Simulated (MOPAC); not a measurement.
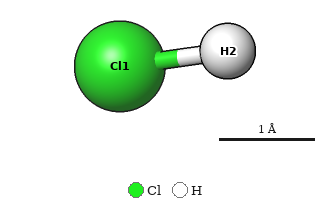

*The input geometry (ball-and-stick view, seen at a tilt; atoms are numbered from 1 in the order of the input).*

# Run report: HCl, frequency calculation

- system: HCl, SMILES Cl
- method: PM6, closed shell (MOPAC 23.2.5)

The geometry was optimised with PM6.

The input (clh.mop):
```
THERMO(298,398,100) FORCE PM6 AUX(PRECISION=6) T=10M THREADS=1
ClH, PM6

Cl 0.544505 1 -0.192212 1 0.303322 1
H -0.557600 1 0.179698 1 -0.272116 1
```

Launch command:
```bash
mopac clh.mop
```

Output:
```
MOPAC v23.2.5
PM6 CALCULATION RESULTS

 *  PM6        - The PM6 Hamiltonian to be used
 *  FORCE      - FORCE CALCULATION SPECIFIED
 *  THREADS=1  - MULTI-THREADING NOT USED
 *  AUX        - OUTPUT AUXILIARY INFORMATION
 *  THERMO     - THERMODYNAMIC QUANTITIES TO BE CALCULATED
THERMO(298,398,100) FORCE PM6 AUX(PRECISION=6) T=10M THREADS=1
 ClH, PM6

   ATOM   CHEMICAL          X               Y               Z
  NUMBER   SYMBOL      (ANGSTROMS)     (ANGSTROMS)     (ANGSTROMS)

     1      Cl          0.54450500  *  -0.19221200  *   0.30332200  *
     2       H         -0.55760000  *   0.17969800  *  -0.27211600  *

          CARTESIAN COORDINATES

    NO.       ATOM           X           Y           Z

     1        Cl          0.5445     -0.1922      0.3033
     2         H         -0.5576      0.1797     -0.2721

           Empirical Formula: H Cl  =     2 atoms

      MOLECULAR POINT GROUP   :   C*v

      RHF CALCULATION, NO. OF DOUBLY OCCUPIED LEVELS = 4

          HEAT OF FORMATION =     -32.001634 KCALS/MOLE

          CARTESIAN COORDINATE DERIVATIVES

   NUMBER  ATOM         X            Y            Z

     1      Cl     -0.010999     0.000000     0.000000
     2       H      0.010999     0.000000     0.000000

 DIPOLE           X         Y         Z       TOTAL
 POINT-CHG.     1.398     0.000     0.000     1.398
 HYBRID         0.121    -0.000     0.000     0.121
 SUM            1.518    -0.000     0.000     1.518

          GRADIENT NORM =   0.01555

          MOLECULAR WEIGHT =   36.46

          ROTATIONAL CONSTANTS IN CM(-1)

          A =    0.00000000   B =   10.21387112   C =   10.21387111

           PRINCIPAL MOMENTS OF INERTIA IN UNITS OF 10**(-40)*GRAM-CM**2

          A =        0.0000   B =        2.7407   C =        2.7407

          ORIENTATION OF MOLECULE IN FORCE CALCULATION

    NO.       ATOM         X         Y         Z

     1         Cl      -0.0359    0.0000    0.0000
     2          H       1.2618    0.0000    0.0000

    FIRST DERIVATIVES WILL BE USED IN THE CALCULATION OF SECOND DERIVATIVES

          ESTIMATED TIME TO COMPLETE CALCULATION =        0.09 SECONDS

    FOR POINT-GROUP C*v  THERE ARE  84 UNIQUE SYMMETRY FUNCTIONS.

 STEP:   1 TIME =     0.00 SECS, INTEGRAL =      0.00 TIME LEFT:    599.99
 STEP:   2 TIME =     0.00 SECS, INTEGRAL =      0.00 TIME LEFT:    599.99
 STEP:   3 TIME =     0.00 SECS, INTEGRAL =      0.00 TIME LEFT:    599.99
 STEP:   4 TIME =     0.01 SECS, INTEGRAL =      0.01 TIME LEFT:    599.98
 STEP:   5 TIME =     0.00 SECS, INTEGRAL =      0.01 TIME LEFT:    599.98
 STEP:   6 TIME =     0.00 SECS, INTEGRAL =      0.01 TIME LEFT:    599.98

(To convert to Hartree/Bohr^2, multiply by (10^(-21) x N x a0^2)/(4.184 x 627.51) =  0.0642)

           FORCE MATRIX IN MILLIDYNES/ANGSTROM

                 Cl  1       H  2
 ------------------------------
    Cl    1   5.461879
     H    2   5.462313   5.462747

          HEAT OF FORMATION =     -32.001634 KCALS/MOLE

          ZERO POINT ENERGY       4.397 KCAL/MOL

           NORMAL COORDINATE ANALYSIS (Total motion = 1 Angstrom)

   Root No.       1

                 1 Sig

                3075.7

           1   -0.0276
           2    0.0000
           3    0.0000
           4    0.9724
           5   -0.0000
           6   -0.0000

           MASS-WEIGHTED COORDINATE ANALYSIS (NORMAL COORDINATES)

   Root No.       1

                 1 Sig

                3075.7

           1   -0.1663
           2    0.0000
           3    0.0000
           4    0.9861
           5   -0.0000
           6   -0.0000

          DESCRIPTION OF VIBRATIONS

 VIBRATION          1    1Sig        ATOM PAIR     ENERGY CONTRIBUTION    RADIAL
 FREQUENCY          3075.68         Cl1 -- H 2        +100.0% (100.0%)    100.0%
 TRANSITION DIPOLE   1.3558
 TRAVEL (Ang.)       0.1496
 REDUCED MASS        0.9800
 EFFECTIVE MASS      1.3014
 FORCE CONSTANT      5.4623

      SYMMETRY NUMBER FOR POINT-GROUP C*v =  1

          SYSTEM IS A GROUND STATE

 ClH, PM6

          MOLECULE IS LINEAR

          THERE ARE  1 GENUINE VIBRATIONS IN THIS SYSTEM
          THIS THERMODYNAMICS CALCULATION IS LIMITED TO
          MOLECULES WHICH HAVE NO INTERNAL ROTATIONS

                    CALCULATED THERMODYNAMIC PROPERTIES
                                          *
   TEMP. (K)   PARTITION FUNCTION   H.O.F.    ENTHALPY  HEAT CAPACITY ENTROPY
                                   KCAL/MOL   CAL/MOLE    CAL/K/MOL  CAL/K/MOL

 298.00  VIB.     0.1000D+01                     0.0031     0.0002     0.0000
         ROT.     0.2028D+02                   592.1869     1.9872     7.9678
         INT.     0.2028D+02                   592.1900     1.9874     7.9678
         TRA.     0.2128D+27                  1480.4672     4.9680    36.7083
         TOT.                      -32.002    2072.6572     6.9554    44.6761

 298.00  VIB.     0.1000D+01                     0.0031     0.0002     0.0000
         ROT.     0.2028D+02                   592.1869     1.9872     7.9678
         INT.     0.2028D+02                   592.1900     1.9874     7.9678
         TRA.     0.2128D+27                  1480.4672     4.9680    36.7083
         TOT.                      -32.002    2072.6572     6.9554    44.6761

 398.00  VIB.     0.1000D+01                     0.1304     0.0036     0.0004
         ROT.     0.2708D+02                   790.9073     1.9872     8.5428
         INT.     0.2708D+02                   791.0377     1.9908     8.5432
         TRA.     0.3285D+27                  1977.2682     4.9680    38.1459
         TOT.                      -31.306    2768.3060     6.9589    46.6890

   *: NOTE: HEATS OF FORMATION ARE RELATIVE TO THE
            ELEMENTS IN THEIR STANDARD STATE AT 298K
              (=  Standard Enthalpy of Formation).

            Hvib:  Zero-point energy is not included.
                   frequencies of less than zero cm-1 are not included.
            Hrot = (3/2)RT
            Htra = (3/2)RT + pV = (5/2)RT

            Heat capacity is Cp, not Cv

           FORCE CONSTANT IN CARTESIAN COORDINATES (Millidynes/A)

    ATOM   CHEMICAL       X               Y               Z
   NUMBER   SYMBOL  FORCE CONSTANT  FORCE CONSTANT  FORCE CONSTANT

      1      Cl        5.462295        0.009600        0.009600
      2       H        5.462295        0.009600        0.009600

 *                    *
 * JOB ENDED NORMALLY *
 *                    *

 TOTAL JOB TIME:             0.03 SECONDS

 == MOPAC DONE ==
```

Summary:

```json
{"quantity": "outcome", "value": "converged"}
{"quantity": "heat of formation", "value": "−32.00 kcal/mol"}
{"quantity": "basis functions", "value": "10"}
{"quantity": "zero-point energy", "value": "0.007007 hartree"}
{"quantity": "wavenumbers, lowest and highest", "value": "3076 cm⁻¹"}
{"quantity": "hardware", "value": "1 thread of AMD EPYC (Zen 5), 128 GiB of memory available, shared host"}
{"quantity": "peak memory", "value": "0.077 GiB"}
```

MOPAC's energies along a path are heats of formation.
